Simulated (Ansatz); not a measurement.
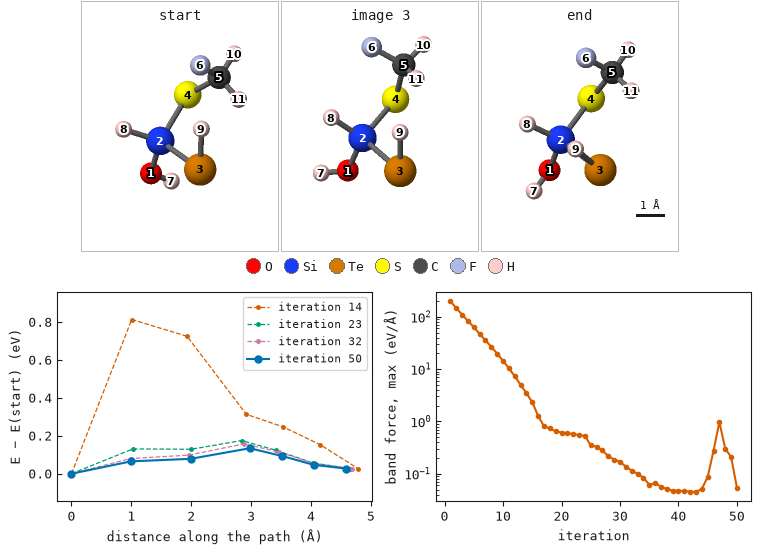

NEB run on CH$_{5}$FOSSiTe. Images are numbered from 0 (start) to 6 (end). The plot follows the band through its iterations. Style: ball-and-stick. Shown from a free direction.

The calculation used RKS B3LYP-D4/def2-SVP in Ansatz 0.2.0. Set-up: 5 movable images; climbing image; force threshold 0.03 eV/Å; iteration limit 50; optimiser FIRE; largest step 0.02 Å; starting path through a guess of the saddle point.

### Did the band converge, and can the barrier be trusted?

The result isn't final. The band hadn't converged when the run stopped after 50 iterations. The largest component of the band force went from 200 to 0.054 eV/Å. The barrier read from it is provisional, though the highest image hardly moved in the last two iterations. The step length is far from the usual. The first iteration put the highest image at 36.544 eV. The highest point, image 3, lies 0.134 eV above the start and 0.107 eV above the end; the end is at +0.027 eV relative to the start.

The run took 18 min on 2 threads of AMD EPYC 7B13 (Zen 3), on a shared host, peak memory 0.4 GiB.
